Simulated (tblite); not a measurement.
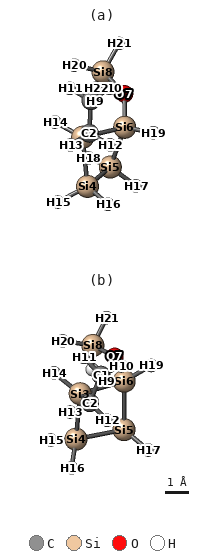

The structure of C₂H₁₄OSi₅ before (top) and after (bottom) a relaxation, at one scale.

The picture is a ball-and-stick view, seen from a free direction.

The calculation used GFN2-xTB geometry optimisation, gas phase (tblite 0.8.0). 

> Describe what moved and what it gained.

The largest move after the best rigid fit is that of H18, 1.73 Å. Largest moves by element: H 1.73 Å, Si 0.86 Å, C 0.72 Å, O 0.53 Å. Some distances before and after: Si3–Si6 2.279 → 2.365 Å, Si3–Si4 2.298 → 2.376 Å, Si4–Si5 2.288 → 2.366 Å, Si5–Si6 2.295 → 2.360 Å. Among the angles between lasting bonds that change: O7–Si6–H19 112.0° → 98.1°, Si3–Si6–H19 113.0° → 126.4°, Si5–Si6–H19 113.7° → 125.3°. Groups turn about Si3–Si4 by about 40°, Si4–Si5 by about 40°. Over 258 geometry steps the energy falls by 17.8 kcal/mol. The run took 7.2 s on 1 thread of Intel(R) Xeon(R) Processor, on a shared host.
